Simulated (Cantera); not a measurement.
Input: 1 mol Si₃N₄, a varied amount of H₂O, 0.33 mol N₂, equilibrated at 1623.15 K and 1.00 bar.

These are equilibrium values from Cantera (NASA tables, ideal gas, pure condensed phases), not measurements of a reactor. Candidate condensed phases: H₂O, Si, SiO₂, Si₂N₂O, Si₃N₄; 35 gas species. Mutual solubility and eutectic melting of coexisting phases are not modelled. The tables hold silica as quartz up to 1696 K and as liquid above; real silica turns to tridymite and cristobalite and melts near 1996 K. Gases not in the tables: Si(OH)₄. The numbers say what is thermodynamically allowed, not how fast it happens.

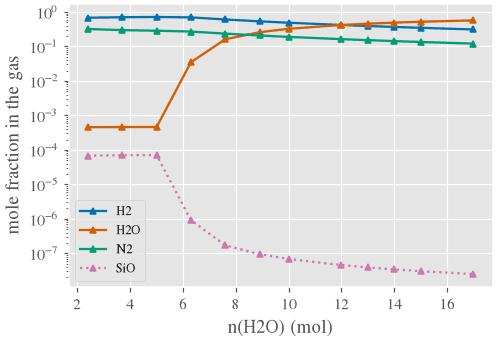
*Equilibrium gas composition (values under 1e-9 drawn at 1e-9)*

Problem. Read off the mole fractions at 15 mol H₂O.

Solution. H₂O about 0.52, H₂ about 0.35, N₂ about 0.13, SiO about 3.0e-8.
